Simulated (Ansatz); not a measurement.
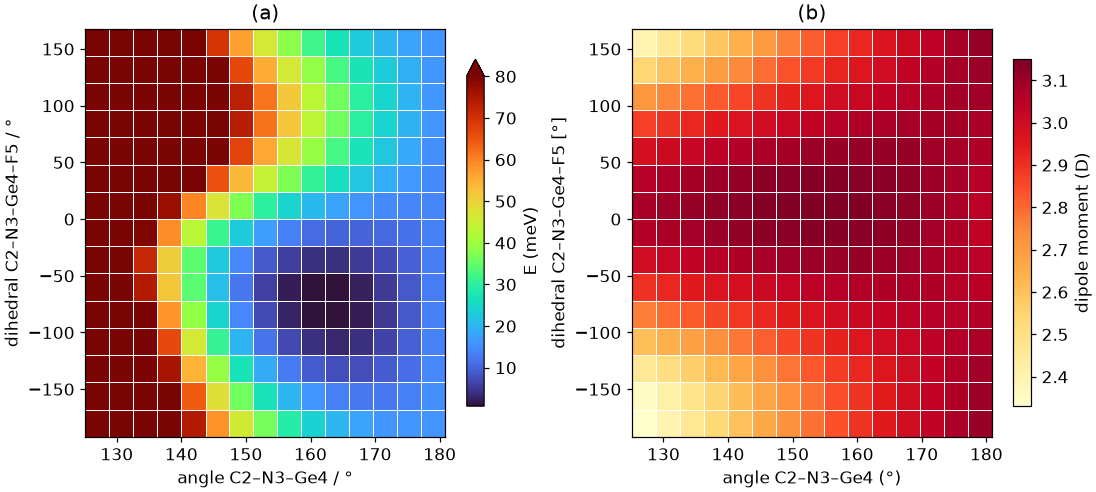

CHFGeNO, SMILES O=C=[N][GeH][F], spin multiplicity 2. First axis: angle C2–N3–Ge4. Second axis: dihedral C2–N3–Ge4–F5. Nothing is relaxed (all other coordinates rigid). Grid: 15 × 15 points. Energies: meV, counted from the relaxed molecule at the same level. Theory: UHF/def2-SVP (Ansatz 0.2.0).

Panel (a) is the energy; panel (b) is the computed dipole moment, in D.

The picture shows one coloured cell a grid point, one colour for all values above the top of the scale.

How does the dipole moment vary over the map, and what is it at the lowest grid point?

Leaving out the highest fifth of the energies, it runs from 2.53 D at angle C2–N3–Ge4 = 138.1°, dihedral C2–N3–Ge4–F5 = −180° to 3.15 D at angle C2–N3–Ge4 = 153.0°, dihedral C2–N3–Ge4–F5 = 12°. At the lowest grid point, angle C2–N3–Ge4 = 160.4°, dihedral C2–N3–Ge4–F5 = −60°, it is 3.06 D.

```tsv
dihedral C2–N3–Ge4–F5 ↓, angle C2–N3–Ge4 →	127.0	130.7	134.4	138.1	141.9	145.6	149.3	153.0	156.7	160.4	164.1	167.9	171.6	175.3	179.0
156	2.40	2.46	2.53	2.59	2.65	2.71	2.76	2.82	2.87	2.92	2.96	3.01	3.05	3.08	3.11
132	2.54	2.59	2.64	2.69	2.74	2.79	2.84	2.88	2.92	2.96	3.00	3.03	3.06	3.08	3.11
108	2.71	2.75	2.79	2.82	2.86	2.90	2.93	2.96	2.99	3.02	3.04	3.06	3.08	3.09	3.10
84	2.87	2.90	2.92	2.95	2.97	3.00	3.02	3.04	3.05	3.07	3.08	3.09	3.09	3.09	3.08
60	2.99	3.01	3.02	3.04	3.06	3.08	3.09	3.10	3.11	3.11	3.11	3.11	3.10	3.08	3.07
36	3.06	3.07	3.09	3.10	3.11	3.12	3.13	3.14	3.14	3.14	3.13	3.12	3.10	3.08	3.05
12	3.08	3.10	3.11	3.12	3.13	3.14	3.15	3.15	3.15	3.14	3.13	3.12	3.10	3.07	3.04
−12	3.06	3.08	3.09	3.10	3.12	3.13	3.13	3.14	3.14	3.13	3.12	3.11	3.09	3.07	3.04
−36	3.00	3.02	3.04	3.05	3.07	3.08	3.09	3.10	3.10	3.11	3.10	3.09	3.08	3.06	3.04
−60	2.90	2.92	2.95	2.97	2.99	3.01	3.03	3.04	3.06	3.06	3.07	3.07	3.07	3.06	3.05
−84	2.76	2.79	2.83	2.86	2.89	2.92	2.94	2.97	2.99	3.01	3.03	3.04	3.05	3.06	3.06
−108	2.61	2.65	2.69	2.73	2.78	2.82	2.86	2.89	2.93	2.96	2.99	3.02	3.04	3.06	3.08
−132	2.46	2.51	2.57	2.62	2.68	2.73	2.78	2.83	2.88	2.92	2.96	3.00	3.03	3.06	3.09
−156	2.35	2.42	2.48	2.55	2.61	2.67	2.73	2.79	2.84	2.90	2.94	2.99	3.03	3.07	3.10
−180	2.33	2.40	2.47	2.53	2.60	2.66	2.72	2.78	2.84	2.89	2.95	2.99	3.04	3.07	3.11
```
